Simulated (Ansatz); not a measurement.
# CCSD/6-31G(d) (spherical functions) run of CHClFNOSi (SMILES O=C=N[SiH](F)Cl)

What is the vertical ionisation energy of CHClFNOSi at CCSD/6-31G* (spherical functions)? 

The results are computed with Ansatz 0.2.0.

144 further runs of the same task are left out: 144 set aside as unsound or not needed. Runs told in other sessions of the task aren't counted.

## 1. Starting point

CHClFNOSi has 7 atoms, charge 0, and is taken as a singlet. As SMILES, `O=C=N[SiH](F)Cl`. The coordinates come from a PBE0-D4/def2-TZVP relaxation. This is one conformer, not always the lowest.

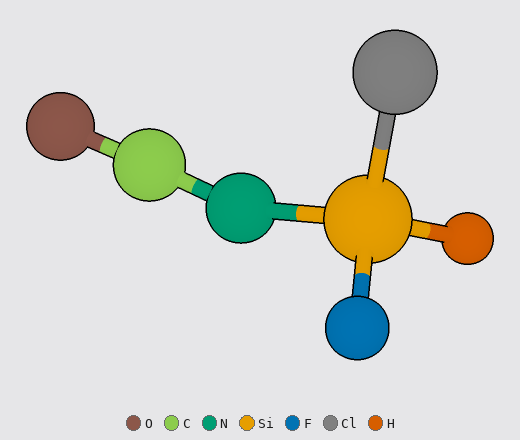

Viewed from a chosen angle; oxygen brown, carbon green, nitrogen teal, silicon amber, fluorine blue, chlorine grey, hydrogen orange.

## 2. A single-point energy at CCSD/6-31G(d) (spherical functions)

Input file run.yaml:

```yaml
crystal:
  periodic: [false, false, false]
  atoms:
    - symbol: O
      position_ang: [0.815200, -2.357500, 1.658700]
    - symbol: C
      position_ang: [0.512200, -1.559700, 0.874600]
    - symbol: N
      position_ang: [0.199300, -0.771000, 0.028300]
    - symbol: Si
      position_ang: [-0.274200, 0.722000, -0.596700]
    - symbol: F
      position_ang: [0.917700, 1.292700, -1.464400]
    - symbol: Cl
      position_ang: [-0.652900, 2.033600, 0.904000]
    - symbol: H
      position_ang: [-1.456100, 0.571700, -1.450200]
basis:
  gaussian:
    orbitals: 6-31G_st_-spherical.json
correlation:
  method: ccsd
  frozen_orbitals: {C: 1, Cl: 5, F: 1, H: 0, "N": 1, O: 1, Si: 5}
accuracy: high
scf:
  omitted_lower_state_checks: [cluster_reference, increment]
```

The basis set 6-31G* is read from a file made from the Basis Set Exchange's data (not shown).

The run is started by

```sh
$ ansatz run run.yaml --threads 1 --pin off --max-ram 3480MiB --events-out events.jsonl --progress --plain --runs-dir runs
```

What it wrote (excerpt; [...] marks lines left out):

```text
Warning: RAYON_NUM_THREADS=1 ignored (pool sized by the plan → 1); use --threads N
Functional definition: HF
  name "HF"
[...]
1979 factors; integrals over basis functions are off by at most 6.2e-9 eV
[...]
mean field -27640.50668279 eV, -1015.7698851841 hartree, gradient 9.4e-9 eV, S^2 0.000000; 0 other end points of the search recorded, 0 dependent functions left out
14 core orbitals not correlated: weight in the atoms' cores, before any rotation towards them, 1.000 or more for the frozen orbitals, at most 0.000 for the correlated occupied ones
reference -27640.50668279 eV, -1015.7698851841 hartree; 17, 17 occupied and 63, 63 virtual orbitals, 1979 factors
second order -22.28822042 eV of doubles, -0.00000000 eV of singles
cycle   1  -22.06034780 eV  change    2.3e-1 eV  update   1.3e-1
[...]
cycle  20  -22.80783690 eV  change    2.3e-9 eV  update   3.3e-9
Total energy: -27663.31451969 eV, -1016.6080577305 hartree
Checks for a lower state left out: cluster_reference, increment
```

Wall time 18 s (1 thread of Arm Neoverse V2, shared host); peak memory 0.56 GiB.

## 3. The doublet cation

Changes to run.yaml since step 2:

```diff
@@ -1 +1,4 @@
+basis:
+  gaussian:
+    orbitals: 6-31G_st_-spherical.json
 crystal:
@@ -17,5 +20,6 @@
       position_ang: [-1.456100, 0.571700, -1.450200]
-basis:
-  gaussian:
-    orbitals: 6-31G_st_-spherical.json
+total_charge: 1
+magnetization:
+  spin_polarized: true
+  initial_magnetization: 1
 correlation:
```

The basis set 6-31G* is read from a file made from the Basis Set Exchange's data (not shown).

The run is started by

```sh
$ ansatz run run.yaml --threads 1 --pin off --max-ram 3480MiB --events-out events.jsonl --progress --plain --runs-dir runs
```

What it wrote (excerpt; [...] marks lines left out):

```text
Warning: RAYON_NUM_THREADS=1 ignored (pool sized by the plan → 1); use --threads N
[... 2 set-up lines as earlier in the session ...]
[...]
1979 factors; integrals over basis functions are off by at most 6.2e-9 eV
[...]
mean field -27629.64957562 eV, -1015.3708938550 hartree, gradient 2.2e-8 eV, S^2 0.917785; 14 other end points of the search recorded, 0 dependent functions left out
14 core orbitals not correlated: weight in the atoms' cores, before any rotation towards them, 1.000 or more for the frozen orbitals, at most 0.000 for the correlated occupied ones
reference -27629.64957562 eV, -1015.3708938550 hartree; 17, 16 occupied and 63, 64 virtual orbitals, 1979 factors
second order -20.77814516 eV of doubles, -0.00000000 eV of singles
cycle   1  -21.06821865 eV  change   -2.9e-1 eV  update   1.4e-1
[...]
cycle  55  -22.10535367 eV  change   -1.4e-9 eV  update   4.1e-9
Total energy: -27651.75492929 eV, -1016.1832506187 hartree
Checks for a lower state left out: cluster_reference, increment
```

Wall time 3.8 min (1 thread of Arm Neoverse V2, shared host); peak memory 1.2 GiB.

## 4. What came out

Level: CCSD/6-31G* (spherical functions), 14 core orbitals frozen.

| quantity | value |
| --- | --- |
| singlet CHClFNOSi: total energy | -1016.60806 Eh |
| singlet CHClFNOSi: correlation energy (14 core orbitals frozen) | -838.2 mEh |
| singlet CHClFNOSi: T1 diagnostic | 0.015 |
| doublet cation: total energy | -1016.18325 Eh |
| doublet cation: correlation energy (14 core orbitals frozen) | -812.4 mEh |
| doublet cation: ⟨S²⟩ of the reference determinant | 0.918 |
| doublet cation: T1 diagnostic | 0.038 |
| vertical ionisation energy (to the doublet cation) | 11.560 eV |

The vertical ionisation energy comes to 11.56 eV (1115 kJ/mol). ⟨S²⟩ (doublet cation) is 0.92 where a pure doublet has 0.75: the reference is spin-contaminated.
